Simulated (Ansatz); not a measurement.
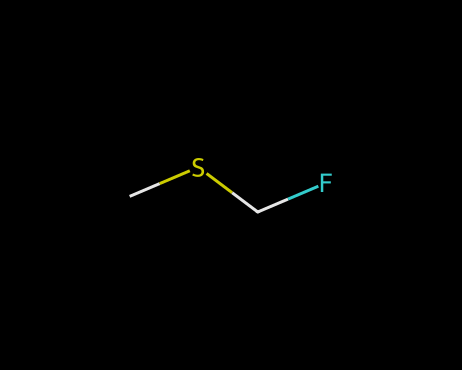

A structural formula.

Question: Write the SMILES.

Answer: CSCF

Question: Give the formula, hydrogens included.

Answer: C2H5FS.

Question: An optimisation with PBE0-D4/def2-TZVP gave a structure of which point group?

Answer: C1. Other conformers may differ.

More results for the same structure follow; atom numbers are the same in all pictures, views and colours differ. The geometry was computed by an optimisation with PBE0-D4/def2-TZVP.

**Levels of theory compared**

Program: Ansatz 0.2.0.

Tabulate dipole (D) at these levels: B3LYP-D4/def2-TZVPP; PBE-D4/def2-TZVPP; PBE0-D4/def2-TZVP; r2SCAN-D4/def2-TZVPP; ωB97M-V/def2-TZVPP.

```csv
level,dipole (D)
B3LYP-D4/def2-TZVPP,1.71
PBE-D4/def2-TZVPP,1.64
PBE0-D4/def2-TZVP,1.73
r2SCAN-D4/def2-TZVPP,1.71
ωB97M-V/def2-TZVPP,1.71
```

**Vibrations**

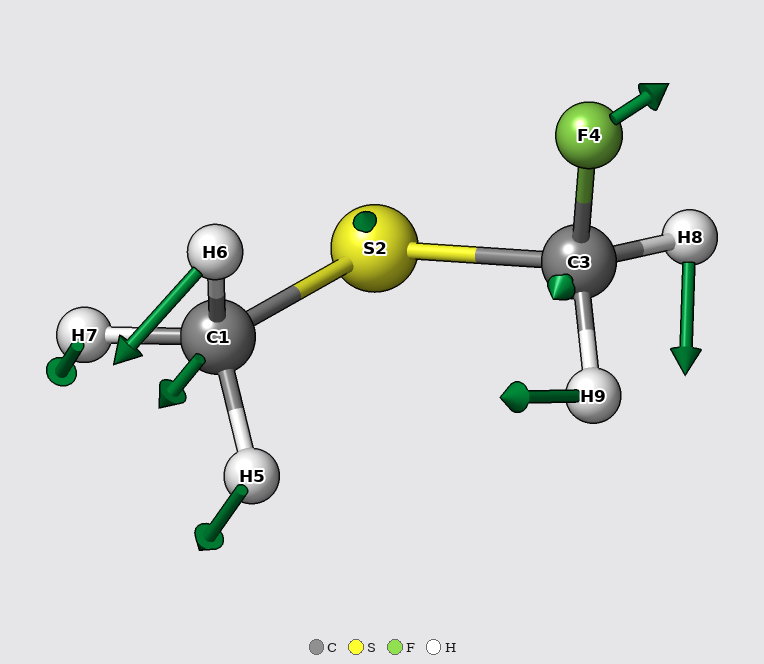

The arrows show one normal mode. Harmonic vibrations computed with RKS PBE0-D4/def2-TZVP (Ansatz 0.2.0) at a stationary point of the same level.

Question: What kind of motion is it?

Answer: A torsion or out-of-plane motion in which bond lengths and bond angles hardly change.

Question: At what wavenumber does it lie?

Answer: 115 cm⁻¹; it is mode 1 of 21 counted from the lowest.

**Charges**

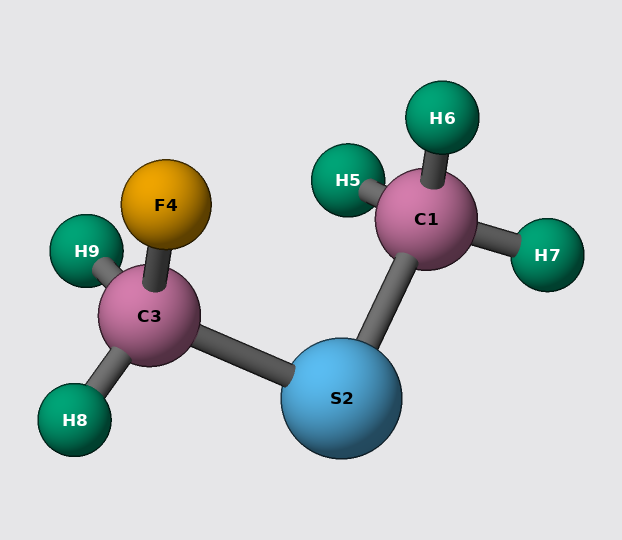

The questions are on Mulliken charges. Method: RKS PBE0-D4/def2-TZVP (Ansatz 0.2.0).

Question: Which atom carries the highest charge (most positive or least negative)?

Answer: H6 (0.16 e).

Question: And the lowest?

Answer: C1 (−0.38 e).

List the Mulliken charges.

```csv
atom,value (e)
C1,−0.38
S2,−0.07
C3,−0.03
F4,−0.22
H5,0.14
H6,0.16
H7,0.15
H8,0.13
H9,0.11
```

Mulliken values depend strongly on the basis set and can even reverse the polarity of a bond.
